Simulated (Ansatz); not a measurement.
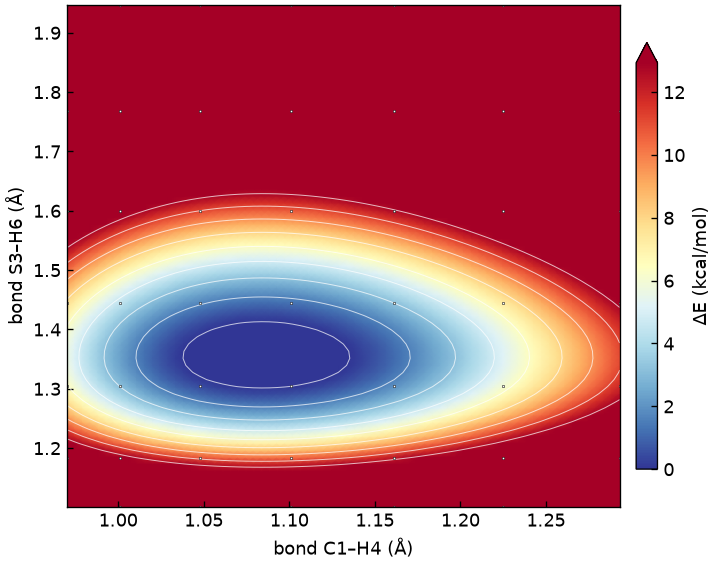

C2H3S, SMILES [CH]=CS, spin multiplicity 2. Two internal coordinates are moved rigidly from the geometry relaxed at PBE0-D4/def2-TZVP, all others fixed. Coordinates scanned: (1) bond C1–H4; (2) bond S3–H6. The scan uses a 7 × 7 grid. Points are written as (first, second). Energies are in kcal/mol, from the lowest grid point. Theory: UKS PBE-D4/def2-TZVPP (Ansatz).

Drawn: a smooth colour map with a few white contour lines, dots at the grid points, one colour for all values above the top of the scale. Between grid points the surface is interpolated.

Q: Where is the minimum, and how stiff is the well along each coordinate?

A: The interpolated minimum is at bond C1–H4 ≈ 1.084 Å, bond S3–H6 ≈ 1.354 Å. The curvatures there are about 35 eV/Å² and 25 eV/Å², with a cross term of about 0 eV/Å². Round the minimum the two coordinates are nearly uncoupled. (1 eV is 23.1 kcal/mol.)
